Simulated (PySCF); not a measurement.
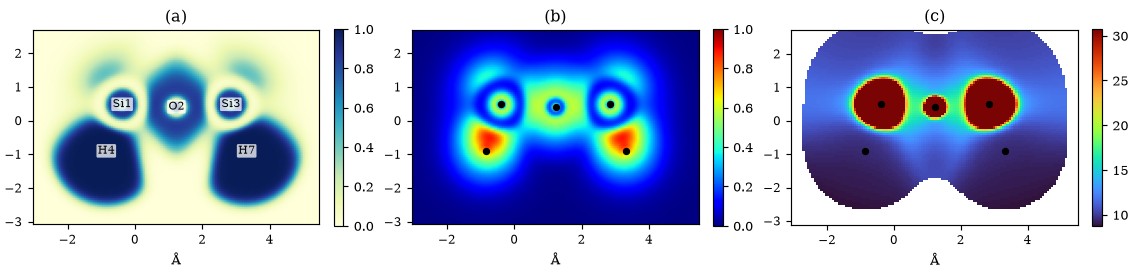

*H6OSi2, SMILES `[SiH3]O[SiH3]`. Three fields in the plane of Si1, O2, Si3, H4 and H7.*

PySCF calculation, TPSS/6-311G**, gas phase; geometry: GFN2-xTB. No frequency check shows the geometry to be a minimum.

Cartesian coordinates (Å):

```
Si1     -1.6145    0.0118    0.0001
O2      -0.0000   -0.0631   -0.0004
Si3      1.6145    0.0118    0.0001
H4      -2.0844   -1.3718    0.0073
H5      -2.0093    0.7232   -1.2144
H6      -2.0093    0.7354    1.2073
H7       2.0844   -1.3718    0.0068
H8       2.0093    0.7354    1.2074
H9       2.0093    0.7233   -1.2143
```

Question: The panels show, in some order, the electron localisation function (ELF), average local ionisation energy and localised orbital locator (LOL). Which is which?

Answer: (a) is the electron localisation function (ELF): it runs from 0 to 1 and is close to 1 over wide basins that fill the valence regions. (b) is the localised orbital locator (LOL): it runs from 0 to 1, peaks where electrons are localised, as in bonds, and fades smoothly outside. (c) is the average local ionisation energy: it is high near the heavier nuclei and lowest where loosely bound electrons reach out.
